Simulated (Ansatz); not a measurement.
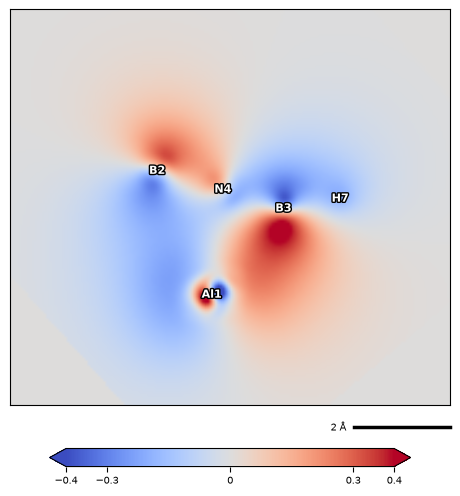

AlB₂H₃N (doublet). The LUMO (β) on the plane of atoms Al1, B3 and H7 (values in Å⁻³ᐟ²; the overall sign is arbitrary).

Geometry: BLYP-D3(BJ)/def2-SVP.

Computed with Ansatz, isolated molecule in a Gaussian basis; Kohn-Sham density functional theory, functional PBE0.

The calculation's input:

```
crystal:
  periodic: [false, false, false]
  atoms:
    - {symbol: Al, position_ang: [-0.801694, -0.217592, -2.354087]}
    - {symbol: B, position_ang: [-1.215630, -1.048359, 0.292398]}
    - {symbol: B, position_ang: [-0.584438, -2.485562, -1.943883]}
    - {symbol: N, position_ang: [-0.887644, -1.809311, -0.858307]}
    - {symbol: H, position_ang: [-2.383735, -0.863316, 0.572009]}
    - {symbol: H, position_ang: [-0.323543, -0.591437, 0.979716]}
    - {symbol: H, position_ang: [-0.335275, -3.496134, -2.532796]}
basis:
  gaussian: {orbitals: def2-TZVPD}
magnetization: {spin_polarized: true, initial_magnetization: 1}
hamiltonian: {xc: {name: PBE0}}
output: {forces: true, orbitals: {seedname: orbitals}}
```

Launched as:

```sh
ansatz run input.yaml --threads 1 --pin off --max-ram 2610MiB --events-out events.jsonl --progress --plain --runs-dir runs
```

Question: Describe this orbital and give its energy.

Answer: It lies mainly on Al1 (about 45 %), B3 (about 25 %), B2 (about 15 %) and N4 (about 5 %). Its energy is −3.06 eV.
